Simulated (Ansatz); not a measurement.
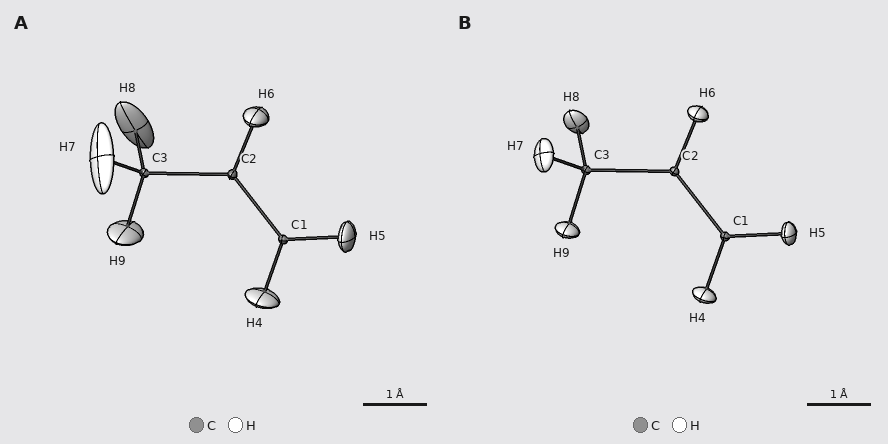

Displacement ellipsoids at the 50 % level, from the internal vibrations of the free molecule (harmonic, no overall translation or rotation; no half-axis is drawn under 0.075 Å). Vibrations computed with RKS PBE0-D4/def2-TZVP (Ansatz 0.2.0). One panel is for 100 K, the other for 900 K.

Question: Which panel is for 900 K?

Answer: A.

Question: How much does the mean-square displacement of H7 grow, and why?

Answer: U_eq goes from 0.0175 to 0.0593 Å², a factor of 3.4. Modes below kT (626 cm⁻¹ at 900 K) grow about in proportion to T, and the lowest lies at 208 cm⁻¹; the mean-square amplitude of a mode is its zero-point value times coth(ħω/2kT), which comes close to 1 only above about 3kT.
